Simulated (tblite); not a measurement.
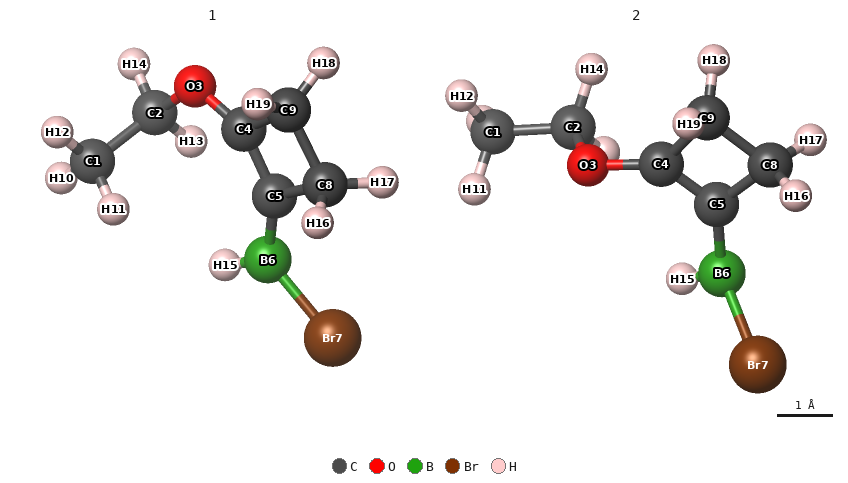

Two geometries of C$_{6}$H$_{10}$BBrO, drawn at one scale. One is the start of a relaxation, the other its converged end. A ball-and-stick model, seen at a tilt.

The calculation used tblite, GFN2-xTB geometry optimisation, gas phase. 

> Which one is relaxed?

Structure 1 is the relaxed one. The energy falls by 1.422 eV in 159 geometry steps. O3 moves most after the best rigid fit: 1.63 Å. Largest moves by element: O 1.63 Å, H 1.41 Å, Br 0.92 Å, C 0.79 Å, B 0.63 Å. Among the contacts that change: B6–Br7 1.999 → 1.889 Å, C5–B6 1.586 → 1.504 Å, C4–C5 1.296 → 1.369 Å, O3–C4 1.395 → 1.324 Å. Bond angles that change, for instance: O3–C4–C9 135.3° → 125.2°, C4–C5–B6 130.3° → 139.0°, C5–C8–H17 108.3° → 114.6°. Groups turn about C2–O3 by about 100°, O3–C4 by about 90°, C5–B6 by about 50°.
